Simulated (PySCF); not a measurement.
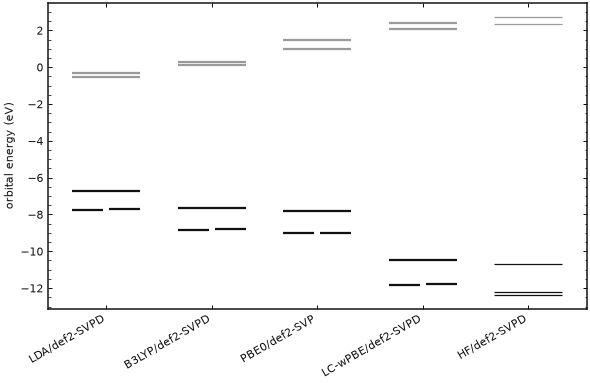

Frontier orbital energies of C₃H₁₂Si₂, SMILES C[SiH2]CC[SiH3] at one geometry, PySCF, at a PBE0-D3(BJ)/def2-SVP geometry (no frequency check). Empty levels are grey, levels within 0.1 eV stand side by side; all columns show the same few orbitals around the gap.

Question: Compare the HOMO-LUMO separations.

Answer: The separation grows from 6.16 eV (LDA/def2-SVPD) to 13.07 eV (HF/def2-SVPD).

| level | HOMO (eV) | LUMO (eV) | separation (eV) |
| --- | --- | --- | --- |
| LDA/def2-SVPD | −6.71 | −0.55 | 6.16 |
| B3LYP/def2-SVPD | −7.62 | 0.12 | 7.74 |
| PBE0/def2-SVP | −7.80 | 1.00 | 8.80 |
| LC-wPBE/def2-SVPD | −10.46 | 2.08 | 12.54 |
| HF/def2-SVPD | −10.72 | 2.36 | 13.07 |

Caveats, for all or some of the runs: empty levels above zero depend strongly on the basis; one conformer of a flexible molecule.
